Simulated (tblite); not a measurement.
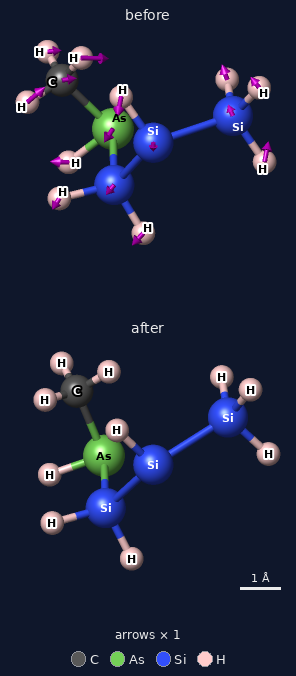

The structure of CH$_{10}$AsSi$_{3}$ (multiplicity 2) before (top) and after (bottom) a relaxation, at one scale. The purple arrows give the displacements, at their true length.

Style: ball-and-stick. Shown at a tilt.

The calculation used GFN2-xTB geometry optimisation, gas phase in tblite 0.8.0. 

**What changed between the two?**

After 129 geometry steps the energy has fallen by 6.09 kcal/mol. The atom that moves furthest after the best rigid fit is an H atom (0.78 Å). Largest moves by element: H 0.78 Å, As 0.43 Å, C 0.38 Å, Si 0.34 Å. Near-neighbour distances that change, for instance: Si–Si 2.222 → 2.301 Å, Si–Si 2.240 → 2.313 Å, As–H 1.568 → 1.511 Å, C–H 1.119 → 1.090 Å. Bond angles that change, for instance: Si–Si–Si 108.5° → 119.9°, Si–Si–H 109.4° → 116.5°, H–Si–H 109.7° → 104.8°.
